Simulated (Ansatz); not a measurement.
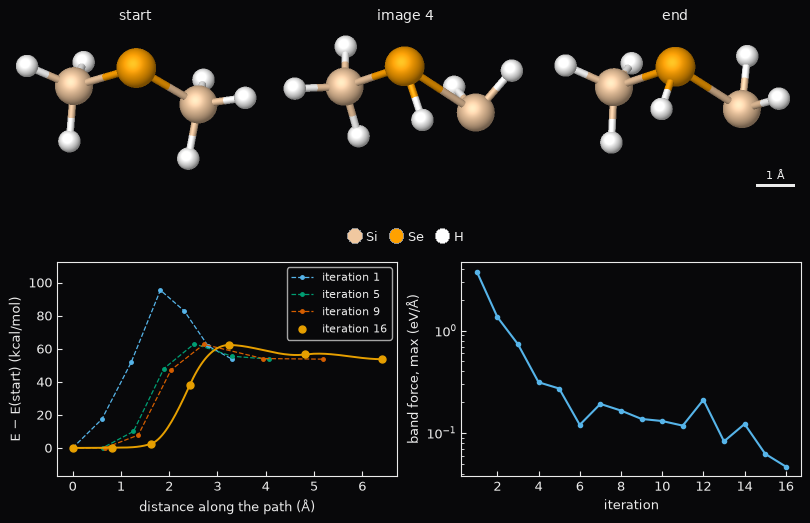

NEB run on Si2H6Se. Images are numbered from 0 (start) to 6 (end). The plot follows the band through its iterations. A ball-and-stick model, seen from a free direction.

Method: RKS r2SCANh-D4/def2-SVP in Ansatz 0.2.0. Set-up: 5 movable images; climbing image; force threshold 0.05 eV/Å; iteration limit 60; starting path through a guess of the saddle point.

Judge this run.

Answer. The result is final at these settings. The band converged in 16 iterations. The largest component of the band force went from 3.8 to 0.047 eV/Å. The climbing image converged on the top of the path. Its vibrational analysis gives one imaginary mode (655i cm⁻¹), as a transition state must have. The first iteration put the highest image at 95.5 kcal/mol. The energy climbs by 62.3 kcal/mol to image 4 and then falls by 8.6 kcal/mol, so the end point sits at +53.7 kcal/mol.

The run took 3.6 min on 2 threads of Intel(R) Xeon(R) Platinum 8488C (Sapphire Rapids), with other jobs on the host, peak memory 0.27 GiB.
